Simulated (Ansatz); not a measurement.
System: CH₇OSi₂ (doublet).

The calculation's input:

```
crystal:
  periodic: [false, false, false]
  atoms:
    - {symbol: O, position_ang: [-1.178701, 2.196036, 0.423555]}
    - {symbol: Si, position_ang: [0.109372, 1.169849, 0.327437]}
    - {symbol: C, position_ang: [-0.340955, -0.508743, -0.353180]}
    - {symbol: Si, position_ang: [1.035658, -1.768623, -0.153704]}
    - {symbol: H, position_ang: [-1.551114, 2.526134, -0.394527]}
    - {symbol: H, position_ang: [0.599523, 1.036558, 1.720324]}
    - {symbol: H, position_ang: [1.179337, 1.746663, -0.534183]}
    - {symbol: H, position_ang: [-1.235920, -0.880712, 0.160444]}
    - {symbol: H, position_ang: [-0.578709, -0.420871, -1.418403]}
    - {symbol: H, position_ang: [0.845944, -2.962887, -1.023721]}
    - {symbol: H, position_ang: [1.181066, -2.190404, 1.266556]}
basis:
  gaussian: {orbitals: def2-TZVPP}
magnetization: {spin_polarized: true, initial_magnetization: 1}
hamiltonian: {xc: pbe0, dispersion: d4}
output: {orbitals: {seedname: orbitals}}
```

Command:

```sh
ansatz run in.yaml --threads 4 --pin off --events-out ev --progress --plain --max-ram 10444MiB
```

Geometry: PBE0-D4/def2-TZVP.

Theory: UKS PBE0-D4/def2-TZVPP in Ansatz 0.2.0.

Predict the electron density, electron localisation function and spin density between the atoms.

Answer. Si–O (1.65 Å): the density is about 1.2 e/Å³ at the midpoint; the ELF peaks at about 0.90 between the atoms (a shared but strongly polarised pair).
C–Si (1.87 Å): ρ at the midpoint is about 0.97 e/Å³; the ELF peaks at about 0.95 between the atoms; a shared electron pair.
The unpaired spin (1 electron) lies mostly on Si4 (about 0.8), in electrons by Hirshfeld's partition.

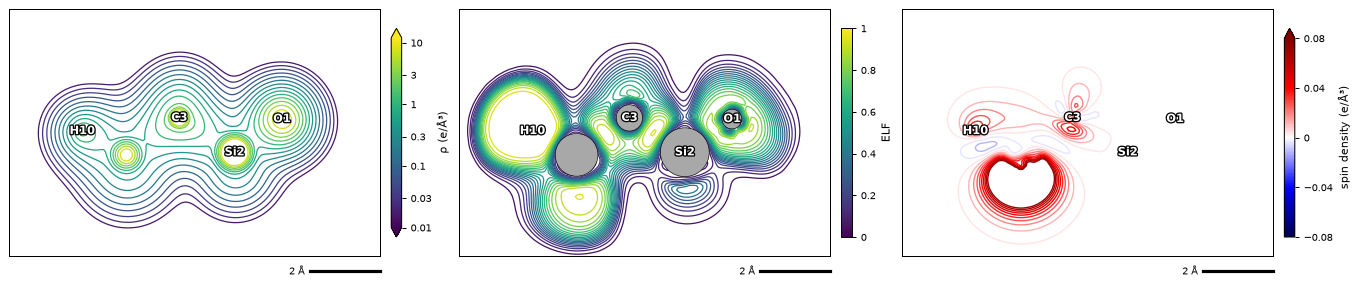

Computed electron density, electron localisation function and spin density on the plane of atoms O1, Si2 and C3, in this order. Grey discs cover the atomic cores in the ELF map. 
